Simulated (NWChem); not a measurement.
**M06-2X/def2-SVP run of CH6Ge (methyl germane)**

What is the electronic atomisation energy of CH6Ge (methyl germane) at M06-2X/def2-SVP? 

Program for the calculation: NWChem 7.3.0.

## Step 1: Starting point

CH6Ge has 8 atoms, charge 0, and is taken as a singlet. As SMILES, `[CH3][GeH3]`. The shape is that of a PBE0-D4/def2-TZVP optimisation.

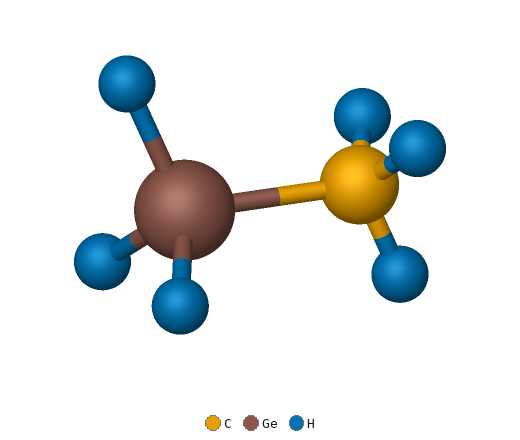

Viewed from a chosen angle; carbon amber, germanium brown, hydrogen blue.

## Step 2: A single-point energy at M06-2X/def2-SVP (run 1)

run.nw reads:

```
echo
start run
title "CH6Ge energy"
memory stack 880 mb heap 220 mb global 1100 mb
charge 0
geometry units atomic noautosym nocenter noautoz
  C     -0.58751585     0.35961488    -1.83567996
  Ge     0.56105969    -0.34374118     1.60003111
  H     -2.60801102     0.76382730    -1.84531756
  H      0.41347208     1.98836983    -2.60479849
  H     -0.23545988    -1.26498267    -3.05379742
  H      0.05801459     1.94301640     3.32610695
  H      3.41492408    -0.90631265     1.62081810
  H     -0.84225093    -2.64788425     2.68737952
end
basis spherical bse
  * library def2-SVP
end
dft
  xc m06-2x
  mult 1
  grid fine
  convergence energy 1e-08
  maxiter 100
  mulliken
  print low
end
task dft energy
```

Launch:

```bash
$ nwchem run.nw > run.out
```

What it wrote:

```text
[...]
 d= 0,ls=0.0,diis     1  -2118.3711007334 -2.24D+03  4.08D-03  1.25D-01     1.3
[...]
 d= 0,ls=0.0,diis     8  -2118.3856950072 -1.33D-09  4.09D-07  1.77D-10     7.8
         Total DFT energy =    -2118.385695007245
      One electron energy =    -3188.648341454548
           Coulomb energy =     1036.996743015527
    Exchange-Corr. energy =      -86.729003548195
 Nuclear repulsion energy =      119.994906979970
[...]
      Total Density - Mulliken Population Analysis
     ---------------------------------------------
    Atom       Charge   Shell Charges
 -----------   ------   -------------------------------------------------------
    1 C    6     6.35   1.99  0.86  0.29  2.11  1.08  0.02
    2 Ge  32    31.59   2.00  2.00  1.99  1.03  0.23  6.00  5.98  1.35  0.87  8.14  1.79  0.21
    3 H    1     0.92   0.73  0.17  0.02
    4 H    1     0.92   0.73  0.17  0.02
    5 H    1     0.92   0.73  0.17  0.02
    6 H    1     1.09   0.73  0.36  0.01
    7 H    1     1.09   0.73  0.36  0.01
    8 H    1     1.09   0.73  0.36  0.01
[...]
```

Wall time 8.4 s (1 thread of AMD EPYC 9R45 (Zen 5), shared host); peak memory 0.12 GiB.

## Step 3: The C atom, same level (run 2)

run.nw reads:

```
start run
memory 2200 mb

geometry units angstroms noautosym nocenter noautoz
 C        0.000000       0.000000       0.000000
end

basis spherical bse
 * library def2-SVP
end

dft
 xc m06-2x
 mult 3
 grid fine
 convergence energy 1e-08
 iterations 100
 mulliken
 print low
end

task dft
```

Run the same way, it converges to -37.79627 Eh (log not shown).

Run 3 isn't shown in full; the table further down has it.

## Step 4: The H atom at the same level (run 4)

struct.nw reads:

```
start struct
memory stack 880 mb heap 220 mb global 1100 mb

geometry units angstroms noautosym nocenter noautoz
 H      0.000000     0.000000     0.000000
end

basis "ao basis" spherical bse
 H library def2-SVP
end

dft
 xc m06-2x
 mult 2
 grid fine
 convergence energy 1e-08
 maxiter 100
 mulliken
 noprint "final vectors analysis"
end

task dft energy
```

Run the same way, it converges to -0.49741 Eh (log not shown).

## Step 5: The series

```
run             level  partner   energy (Eh)  wall time
  1   M06-2X/def2-SVP     base  -2118.385695      8.4 s
  2  UM06-2X/def2-SVP    atoms    -37.796269     0.74 s
  3  UM06-2X/def2-SVP    atoms  -2076.667889      2.1 s
  4  UM06-2X/def2-SVP    atoms     -0.497412     0.58 s
```

## Step 6: Results

Level: M06-2X/def2-SVP.

```
                     quantity        value
         H atom: total energy  -0.49741 Eh
                 H atom: ⟨S²⟩        0.750
electronic atomisation energy    25.499 eV
```

Taking the molecule apart into free atoms costs 25.50 eV (2460 kJ/mol), before zero-point energy and without spin-orbit coupling. All runs together took 12 s, the longest 8.4 s.
